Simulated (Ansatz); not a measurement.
**Pt, pressure series**

Base system: Pt in the fcc (Cu type) structure (space group Fm-3m, No. 225).

```yaml
crystal:
  lattice:
    - [0.00000, 1.94697, 1.94697]
    - [1.94697, 0.00000, 1.94697]
    - [1.94697, 1.94697, 0.00000]
  atoms:
    - { symbol: Pt, position: [0.00000, 0.00000, 0.00000] }
```

Cell and atoms are relaxed at each pressure.

Level of theory: LDA in Ansatz (plane waves to 420 eV, PAW, no SOC).

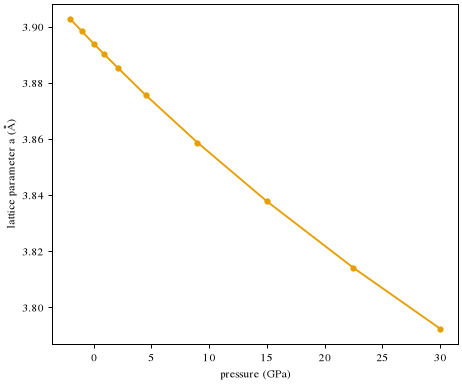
Figure. Lattice parameter a against pressure

```json
[
 {"pressure (GPa)": "-2", "lattice parameter a": "3.903 Å"},
 {"pressure (GPa)": "-1", "lattice parameter a": "3.898 Å"},
 {"pressure (GPa)": "0.9", "lattice parameter a": "3.890 Å"},
 {"pressure (GPa)": "2.1", "lattice parameter a": "3.885 Å"},
 {"pressure (GPa)": "4.5", "lattice parameter a": "3.876 Å"},
 {"pressure (GPa)": "9", "lattice parameter a": "3.859 Å"},
 {"pressure (GPa)": "15", "lattice parameter a": "3.838 Å"},
 {"pressure (GPa)": "22.5", "lattice parameter a": "3.814 Å"},
 {"pressure (GPa)": "30", "lattice parameter a": "3.792 Å"}
]
```

Load acts through the strain it causes; cell and atoms are relaxed under it. Stability against distortions was not tested. Competing high-pressure phases were not computed. The final runs are not spin-polarised.

Ansatz is a program for electronic structure.
